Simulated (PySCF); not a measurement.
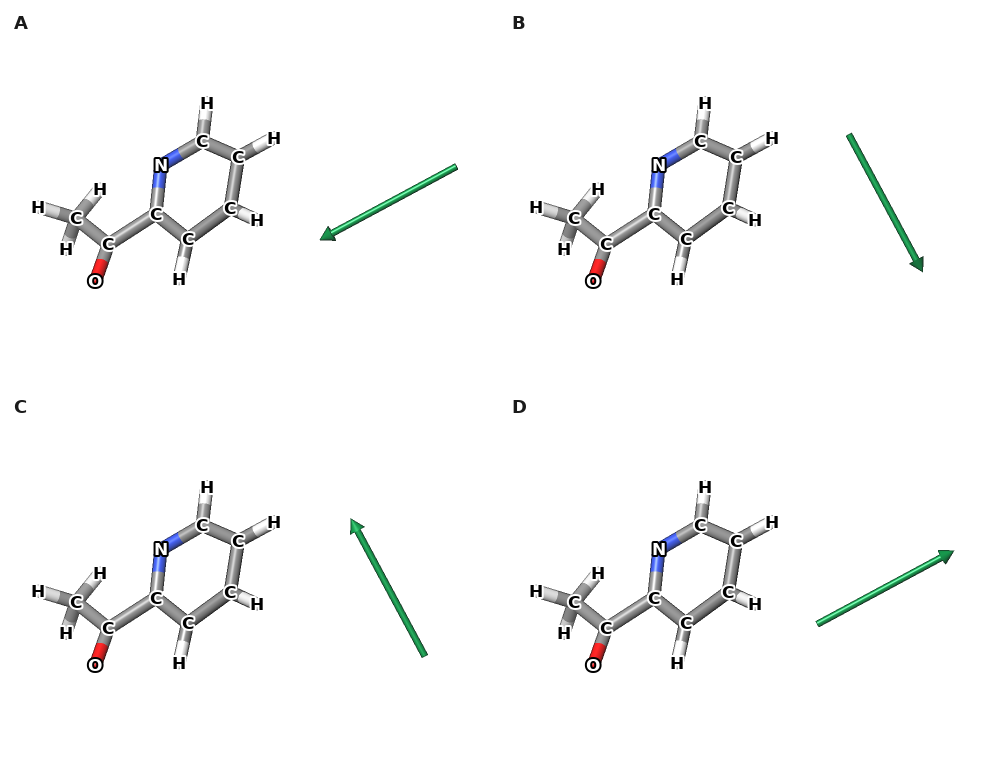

The same molecule four times, each with an arrow. Geometry: a frame of a GFN2-xTB molecular-dynamics simulation, not a minimum. Properties computed with PBE0/pcSseg-1, gas phase (PySCF 2.14.0).

Which arrow points along the dipole moment, from the negative to the positive end?

Answer. D. The dipole moment is 3.00 D.
